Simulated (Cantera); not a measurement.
A closed system holds: 1 mol AlCl3, 0.6 mol HCl, 40 mol H2, held at 40.0 mbar.

Method: chemical equilibrium by Gibbs-energy minimisation in Cantera with the NASA 1993 tables (ideal gas, pure condensed phases). Candidate condensed phases: Al, AlCl3; 12 gas species. The tables' values for AlCl2 are old estimates; treat these amounts as uncertain. Kinetics and transport are ignored.

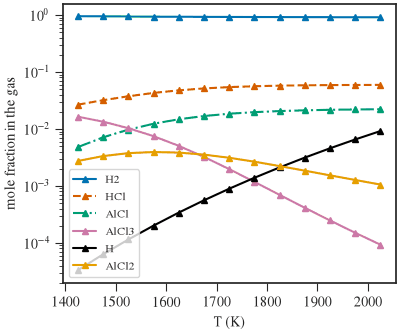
*Equilibrium gas composition (values under 1e-9 drawn at 1e-9)*

Q: Read off the mole fractions at 1775 K.

A: H2 about 0.92, HCl about 0.056, AlCl about 0.020, AlCl2 about 0.0027, H about 0.0014, AlCl3 about 0.0012.
